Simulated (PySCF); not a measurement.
**C4H4ClFSi: geometry, spin-spin couplings**

Wanted: the spin-spin couplings of C4H4ClFSi (`FC1=C[SiH2]/C1=C/Cl`), by calculation.

Programs: PySCF 2.14.0, with density-fitted response routines of our own. Each step states its level of theory. These are calculated values for one molecule in the gas phase, unless marked as measured. Atoms count from 0, in the outputs and in this text.

### 1 Starting geometry

11 atoms, charge 0, multiplicity 1; geometry from: GFN2-xTB. The atoms were then displaced at random by about 0.01 Å, so the start is not that level's minimum.

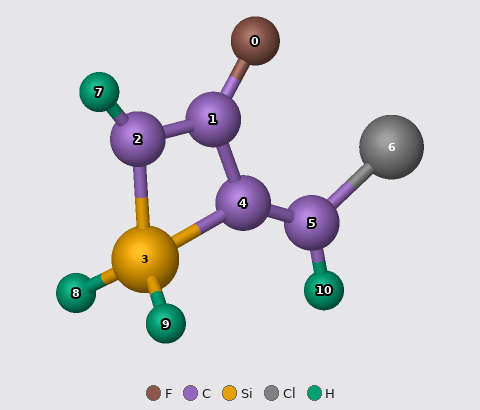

As it starts; fluorine brown, carbon purple, silicon amber, chlorine grey, hydrogen teal, atoms numbered; sticks join atoms by distance.

### 2 Geometry optimisation at PBE0-D3(BJ)/def2-SVP

Job settings and geometry (Å):

```
{"job": {"xc": "PBE0", "basis": "def2-SVP", "d3": "d3bj", "grid": 1, "shake": 0.01, "kind": "geom"}, "charge": 0, "multiplicity": 1}
F      1.496180     1.768480     0.519120
C      0.400220     1.006960     0.363890
C     -0.887050     1.273850     0.701740
Si    -1.455460    -0.394620     0.089230
C      0.397180    -0.327890    -0.224580
C      1.355180    -1.076500    -0.721340
Cl     3.030690    -0.619810    -0.816700
H     -1.225680     2.178820     1.163610
H     -2.315170    -0.397770    -1.090780
H     -1.919150    -1.367810     1.106060
H      1.161170    -2.069530    -1.105930
```

Started as:

```bash
$ OMP_NUM_THREADS=1 python probes_run.py task.json out
```

The driver reads the jobs from task.json and runs them one after another.

Standard output:

```text
step   0  E = -1003.33213951  max force = 0.023811
step   1  E = -1003.33434061  max force = 0.008659
step   2  E = -1003.33499156  max force = 0.004948
step   3  E = -1003.33524101  max force = 0.002961
step   4  E = -1003.33539688  max force = 0.001701
step   5  E = -1003.33543416  max force = 0.001317
step   6  E = -1003.33544328  max force = 0.001217
step   7  E = -1003.33546545  max force = 0.000453
step   8  E = -1003.33546766  max force = 0.000389
optimisation converged
```

Wall time 65 s (1 thread of Arm Neoverse V1, shared host); peak memory 0.53 GiB.

Along the way:

```
step  energy from step 0 (eV)  largest force component (eV/Å)
   0                   0.0000                          1.2244
   1                  -0.0599                          0.4453
   2                  -0.0776                          0.2544
   3                  -0.0844                          0.1523
   4                  -0.0886                          0.0875
   5                  -0.0897                          0.0677
   6                  -0.0899                          0.0626
   7                  -0.0905                          0.0233
   8                  -0.0906                          0.0200
```

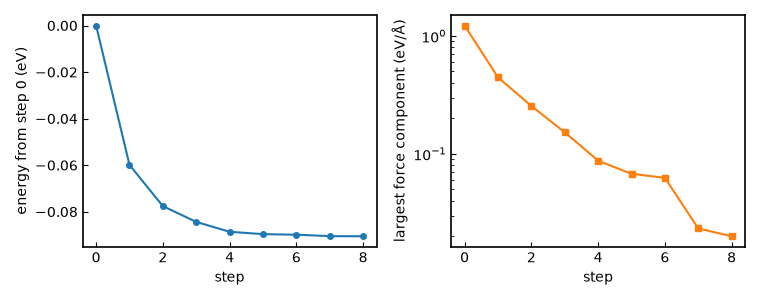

Energy and force, step by step.

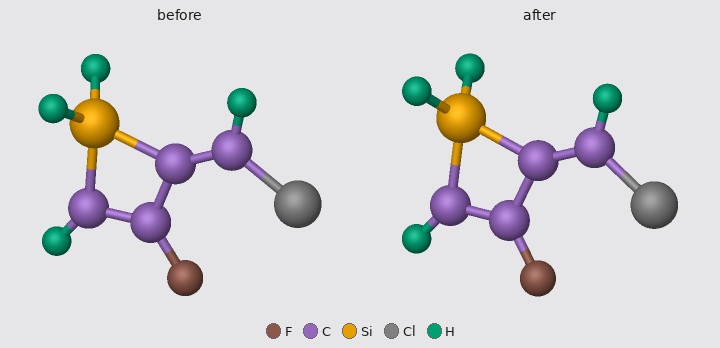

Before and after, at one scale.

Distances of close pairs at the start and the end, largest changes first:

```
  bond  before (Å)  after (Å)  change (Å)
Si3–H8       1.460      1.492      +0.032
 F0–C1       1.344      1.319      -0.025
 C4–C5       1.313      1.335      +0.022
 C2–H7       1.071      1.089      +0.018
C5–Cl6       1.739      1.725      -0.014
Si3–C4       1.880      1.894      +0.014
C5–H10       1.082      1.092      +0.010
Si3–H9       1.482      1.492      +0.010
```

The next job starts from the end point, and lists it.

```
                         at the end point                value
  point group (found at 0.08 Å tolerance)                   Cs
rotational constants (GHz, main isotopes)  3.356, 1.186, 0.885
                        dipole moment (D)                 2.00
```

### 3 Indirect couplings: B3LYP/cc-pVTZ

Job settings and geometry (Å):

```
{"job": {"kind": "j", "xc": "B3LYP", "basis": "cc-pVTZ"}, "charge": 0, "multiplicity": 1}
F      1.360389     1.900434     0.166723
C      0.348122     1.057912     0.229555
C     -0.890506     1.294690     0.727839
Si    -1.396286    -0.451319     0.310991
C      0.408388    -0.325533    -0.250356
C      1.371733    -1.066726    -0.802764
Cl     2.968701    -0.508143    -1.139434
H     -1.261443     2.221448     1.163343
H     -2.413055    -0.646669    -0.763116
H     -1.678027    -1.389184     1.436491
H      1.215071    -2.108546    -1.091860
```

Method: B3LYP/cc-pVTZ indirect spin-spin coupling, non-relativistic, gas phase.

Standard output:

```text
coarse grid: 11160 points
cycle   1  E = -1004.3840743348  dE =  1.021e+00  |g| = 5.911e-01  |ddm| = 6.920e+00
cycle   2  E = -1004.3079293492  dE =  7.614e-02  |g| = 8.379e-01  |ddm| = 2.123e+00
cycle   3  E = -1004.4455571934  dE = -1.376e-01  |g| = 1.550e-01  |ddm| = 1.318e+00
cycle   4  E = -1004.4514396465  dE = -5.882e-03  |g| = 7.327e-02  |ddm| = 3.234e-01
cycle   5  E = -1004.4526459233  dE = -1.206e-03  |g| = 1.857e-02  |ddm| = 1.083e-01
cycle   6  E = -1004.4527048210  dE = -5.890e-05  |g| = 4.546e-03  |ddm| = 2.946e-02
cycle   7  E = -1004.4527089858  dE = -4.165e-06  |g| = 1.861e-03  |ddm| = 8.684e-03
final grid: 101600 points
cycle   8  E = -1004.4605818619  dE = -3.220e-05  |g| = 8.038e-03  |ddm| = 7.217e-02
cycle   9  E = -1004.4605572270  dE =  2.463e-05  |g| = 1.321e-02  |ddm| = 2.823e-02
cycle  10  E = -1004.4605948816  dE = -3.765e-05  |g| = 1.214e-03  |ddm| = 1.845e-02
cycle  11  E = -1004.4605951349  dE = -2.532e-07  |g| = 4.704e-04  |ddm| = 2.003e-03
cycle  12  E = -1004.4605951853  dE = -5.049e-08  |g| = 1.562e-04  |ddm| = 8.436e-04
cycle  13  E = -1004.4605951914  dE = -6.084e-09  |g| = 4.979e-05  |ddm| = 2.914e-04
cycle  14  E = -1004.4605951921  dE = -6.266e-10  |g| = 1.774e-05  |ddm| = 9.278e-05
converged SCF energy = -1004.4605951921

Indirect spin-spin couplings (Hz)
  i      j    bonds     total        FC       PSO       DSO        SD
  0 F    1 C    1   -401.980  -366.728   -33.506     0.991    -2.738
  0 F    2 C    2    -17.911     2.059   -28.631    -0.234     8.896
  0 F    3 Si   3    -34.702   -38.405     4.289     0.268    -0.854
  0 F    4 C    2      3.179     5.494    -6.216    -0.024     3.925
  0 F    5 C    3     -6.040    -2.659     0.354    -0.020    -3.715
  0 F    7 H    3      1.042     7.905    -5.480    -0.543    -0.840
  0 F    8 H    4     13.445    14.945    -0.154    -1.251    -0.095
  0 F    9 H    4     13.653    15.167    -0.157    -1.258    -0.099
  0 F   10 H    4      2.007     2.746     0.928    -1.420    -0.246
  1 C    2 C    1     77.939    85.360    -7.722     0.301         -
  1 C    3 Si   2    -11.719   -11.853     0.277    -0.055    -0.089
  1 C    4 C    1     49.319    51.702    -2.754     0.371         -
  1 C    5 C    2     -4.780    -4.797    -0.007     0.023         -
  1 C    7 H    2     -5.797    -4.596    -0.925    -0.276         -
  1 C    8 H    3      5.665     5.944    -0.010    -0.269         -
  1 C    9 H    3      5.797     6.079    -0.008    -0.273         -
  1 C   10 H    3     12.588    12.666     0.251    -0.328         -
  2 C    3 Si   1    -49.442   -50.925     1.735    -0.095    -0.157
  2 C    4 C    2     13.684    13.872    -0.223     0.035         -
  2 C    5 C    3     10.217     9.322     0.973    -0.078         -
  2 C    7 H    1    170.325   169.283     0.229     0.813         -
  2 C    8 H    2      4.519     4.787     0.007    -0.275         -
  2 C    9 H    2      4.562     4.830     0.009    -0.277         -
  2 C   10 H    4     -0.493    -0.623     0.477    -0.347         -
  3 Si   4 C    1    -48.536   -48.174     0.337    -0.127    -0.572
  3 Si   5 C    2     -3.134    -2.907    -0.053     0.015    -0.189
  3 Si   7 H    2     -8.351    -8.118    -0.130     0.307    -0.411
  3 Si   8 H    1   -173.420  -174.324     1.169    -0.240    -0.024
  3 Si   9 H    1   -173.253  -174.157     1.169    -0.240    -0.025
  3 Si  10 H    3     -6.528    -6.415    -0.050     0.022    -0.085
  4 C    5 C    1    104.606   112.038    -7.713     0.282         -
  4 C    7 H    3     15.086    15.314     0.235    -0.463         -
  4 C    8 H    2      3.411     3.572    -0.009    -0.152         -
  4 C    9 H    2      3.421     3.582    -0.009    -0.153         -
  4 C   10 H    2     10.240    11.192    -0.733    -0.219         -
  5 C    7 H    4      5.141     5.076     0.433    -0.368         -
  5 C    8 H    3     -0.531    -0.468     0.052    -0.115         -
  5 C    9 H    3     -0.550    -0.490     0.049    -0.109         -
  5 C   10 H    1    190.036   188.980     0.074     0.982         -
  7 H    8 H    3     -0.972    -0.499     0.806    -1.279         -
  7 H    9 H    3     -0.989    -0.515     0.806    -1.281         -
  7 H   10 H    5      0.874     1.130     1.171    -1.427         -
  8 H    9 H    2     20.790    21.942     0.731    -1.883         -
```

It took 72 s on 1 thread of Arm Neoverse V1, shared host; peak memory 1.1 GiB.

The basis is not made for couplings: without tight functions at the nuclei these values are rough.

A choice of the couplings up to four bonds, sorted by the number of bonds, with means over like pairs; isotopes 13C, 19F, 1H, 29Si:

```
   pair  bonds  J (Hz)  Fermi contact (Hz)  dihedral (°)
  F0–C1      1  -402.0              -366.7             –
 C5–H10      1   190.0               189.0             –
 Si3–H8      1  -173.3              -174.2             –
  C2–H7      1   170.3               169.3             –
  C4–C5      1   104.6               112.0             –
  C1–C2      1    77.9                85.4             –
 C2–Si3      1   -49.4               -50.9             –
  C1–C4      1    49.3                51.7             –
 Si3–C4      1   -48.5               -48.2             –
  H8–H9      2    20.8                21.9             –
  F0–C2      2   -17.9                 2.1             –
  C2–C4      2    13.7                13.9             –
 C1–Si3      2   -11.7               -11.9             –
 C4–H10      2    10.2                11.2             –
 Si3–H7      2    -8.4                -8.1             –
  C1–H7      2    -5.8                -4.6             –
  C1–C5      2    -4.8                -4.8             –
  C2–H8      2     4.5                 4.8             –
 F0–Si3      3   -34.7               -38.4             –
  C4–H7      3    15.1                15.3             –
 C1–H10      3    12.6                12.7           180
  C2–C5      3    10.2                 9.3             –
Si3–H10      3    -6.5                -6.4             1
  F0–C5      3    -6.0                -2.7             1
  C1–H8      3     5.7                 6.0             –
  F0–H7      3     1.0                 7.9             0
  F0–H8      4    13.5                15.1             –
  C5–H7      4     5.1                 5.1             –
 F0–H10      4     2.0                 2.7             –
```

The spin-dipole term was solved for some atoms only; pairs without it lack that part.

The response was solved for the nuclei of C, F, H, Si alone, so couplings that need other nuclei can be missing.

Quadrupole couplings from the field gradients of the same density:

```
atom  isotope  eQq/h (MHz)     η
 Cl6     35Cl        -67.6  0.19
```

### 4 J couplings: B3LYP/6-31G*

The job, as its differences from that of step 3:

```diff
@@ -1,2 +1,2 @@
-{"job": {"kind": "j", "xc": "B3LYP", "basis": "cc-pVTZ"}, "charge": 0, "multiplicity": 1}
+{"job": {"kind": "j", "xc": "B3LYP", "basis": "6-31G*"}, "charge": 0, "multiplicity": 1}
 F      1.360389     1.900434     0.166723
```

With the program's defaults for keys left out, this is: B3LYP/6-31G* indirect spin-spin coupling, non-relativistic, gas phase.

Standard output:

```text
coarse grid: 11160 points
cycle   1  E = -1004.2747063520  dE =  1.043e+00  |g| = 5.766e-01  |ddm| = 3.505e+00
cycle   2  E = -1004.2023116388  dE =  7.239e-02  |g| = 8.100e-01  |ddm| = 1.196e+00
cycle   3  E = -1004.3396397400  dE = -1.373e-01  |g| = 1.440e-01  |ddm| = 7.890e-01
cycle   4  E = -1004.3453026994  dE = -5.663e-03  |g| = 5.949e-02  |ddm| = 2.116e-01
cycle   5  E = -1004.3461054285  dE = -8.027e-04  |g| = 1.554e-02  |ddm| = 6.335e-02
cycle   6  E = -1004.3461556722  dE = -5.024e-05  |g| = 4.192e-03  |ddm| = 1.830e-02
cycle   7  E = -1004.3461599278  dE = -4.256e-06  |g| = 1.455e-03  |ddm| = 6.551e-03
final grid: 101600 points
cycle   8  E = -1004.2847338783  dE = -4.883e-06  |g| = 6.731e-03  |ddm| = 2.069e-02
cycle   9  E = -1004.2847151782  dE =  1.870e-05  |g| = 1.114e-02  |ddm| = 1.880e-02
cycle  10  E = -1004.2847449060  dE = -2.973e-05  |g| = 1.126e-03  |ddm| = 1.207e-02
cycle  11  E = -1004.2847451933  dE = -2.873e-07  |g| = 2.661e-04  |ddm| = 1.150e-03
cycle  12  E = -1004.2847452106  dE = -1.732e-08  |g| = 9.044e-05  |ddm| = 4.110e-04
cycle  13  E = -1004.2847452128  dE = -2.167e-09  |g| = 3.322e-05  |ddm| = 1.263e-04
cycle  14  E = -1004.2847452131  dE = -2.715e-10  |g| = 1.082e-05  |ddm| = 3.992e-05
converged SCF energy = -1004.2847452131

Indirect spin-spin couplings (Hz)
  i      j    bonds     total        FC       PSO       DSO        SD
  0 F    1 C    1   -278.178  -248.614   -27.160     1.122    -3.526
  0 F    2 C    2      3.845    22.273   -26.604    -0.211     8.386
  0 F    3 Si   3    -27.096   -31.241     4.757     0.258    -0.871
  0 F    4 C    2     15.060    16.463    -5.202     0.000     3.799
  0 F    5 C    3     -9.039    -5.620     0.200    -0.011    -3.608
  0 F    7 H    3     -5.644     1.558    -5.757    -0.475    -0.969
  0 F    8 H    4     14.216    15.989    -0.434    -1.214    -0.124
  0 F    9 H    4     14.388    16.177    -0.440    -1.222    -0.128
  0 F   10 H    4      2.543     3.445     0.575    -1.385    -0.092
  1 C    2 C    1     79.022    85.719    -6.997     0.300         -
  1 C    3 Si   2     -5.884    -6.074     0.336    -0.054    -0.093
  1 C    4 C    1     63.474    65.385    -2.286     0.375         -
  1 C    5 C    2     -8.584    -8.563    -0.045     0.023         -
  1 C    7 H    2     -8.006    -6.749    -0.991    -0.265         -
  1 C    8 H    3      7.307     7.586    -0.013    -0.266         -
  1 C    9 H    3      7.368     7.650    -0.013    -0.269         -
  1 C   10 H    3     11.530    11.672     0.181    -0.323         -
  2 C    3 Si   1    -70.368   -71.684     1.498    -0.095    -0.087
  2 C    4 C    2     10.684    10.847    -0.199     0.036         -
  2 C    5 C    3     14.949    14.216     0.811    -0.078         -
  2 C    7 H    1    180.605   179.926    -0.225     0.904         -
  2 C    8 H    2      3.159     3.436    -0.009    -0.268         -
  2 C    9 H    2      3.232     3.510    -0.008    -0.270         -
  2 C   10 H    4     -2.970    -3.028     0.403    -0.344         -
  3 Si   4 C    1    -59.911   -59.502     0.149    -0.128    -0.430
  3 Si   5 C    2     -0.949    -0.752    -0.029     0.016    -0.185
  3 Si   7 H    2     -5.265    -5.212     0.045     0.301    -0.398
  3 Si   8 H    1   -196.263  -196.558     0.993    -0.271    -0.427
  3 Si   9 H    1   -196.077  -196.368     0.990    -0.271    -0.427
  3 Si  10 H    3     -6.624    -6.587     0.032     0.020    -0.088
  4 C    5 C    1     96.919   103.685    -7.048     0.282         -
  4 C    7 H    3     14.837    15.146     0.145    -0.454         -
  4 C    8 H    2      2.633     2.812    -0.036    -0.144         -
  4 C    9 H    2      2.650     2.829    -0.034    -0.144         -
  4 C   10 H    2      4.319     5.322    -0.796    -0.207         -
  5 C    7 H    4      2.297     2.307     0.356    -0.366         -
  5 C    8 H    3     -0.187    -0.105     0.033    -0.115         -
  5 C    9 H    3     -0.213    -0.135     0.031    -0.109         -
  5 C   10 H    1    205.270   204.447    -0.232     1.055         -
  7 H    8 H    3     -1.168    -0.387     0.467    -1.249         -
  7 H    9 H    3     -1.187    -0.403     0.468    -1.252         -
  7 H   10 H    5      0.975     1.566     0.819    -1.410         -
  8 H    9 H    2     21.045    22.688     0.160    -1.802         -
```

Wall time 18 s (1 thread of Arm Neoverse V1, shared host); peak memory 0.71 GiB.

The basis is not made for couplings: without tight functions at the nuclei these values are rough.

Key values: J(F0,C1) -278.2 Hz, J(C5,H10) 205.3 Hz, J(Si3,H8) -196.2 Hz (means over like pairs).

### 5 Side by side: spin-spin couplings

Couplings (Hz), each a mean over the pairs like the one named, with basis size and wall time:

```
          run   F0–C1  C5–H10  Si3–H8  C2–H7  C4–C5  C1–C2  C2–Si3  functions  time
B3LYP/cc-pVTZ  -402.0   190.0  -173.3  170.3  104.6   77.9   -49.4        274  72 s
 B3LYP/6-31G*  -278.2   205.3  -196.2  180.6   96.9   79.0   -70.4        114  18 s
```

### 6 Outcome

| quantity | value |
| --- | --- |
| point group | Cs |
| rotational constants (main isotopes) | 3.36, 1.19, 0.89 GHz |
| largest coupling of the table (B3LYP/cc-pVTZ) | 1J(F,C) F0–C1, -402.0 Hz |
| range of J(F0,C1), mean over like pairs | -402.0 to -278.2 Hz |

**Reading.** The start of the PBE0/def2-SVP relaxation was shaken at random by about 0.01 Å, so part of the energy gained, and of the first lengths quoted, undoes that. Over 8 steps the energy fell by 0.091 eV; of the close pairs, Si3–H8 changed most, 1.460 to 1.492 Å. No frequency check was run at this level, so the end point may be a saddle. In the run at B3LYP/cc-pVTZ, the largest coupling of the table is F0–C1, -402.0 Hz, of which the Fermi-contact term gives -366.7 Hz. Couplings across rotatable bonds belong to this one conformer; where others are populated, the observed values are averages. The coupling F0–C1, as a mean over pairs of its kind, runs from -402.0 Hz (B3LYP/cc-pVTZ) to -278.2 Hz (B3LYP/6-31G*). Couplings from bases without tight functions are rough.
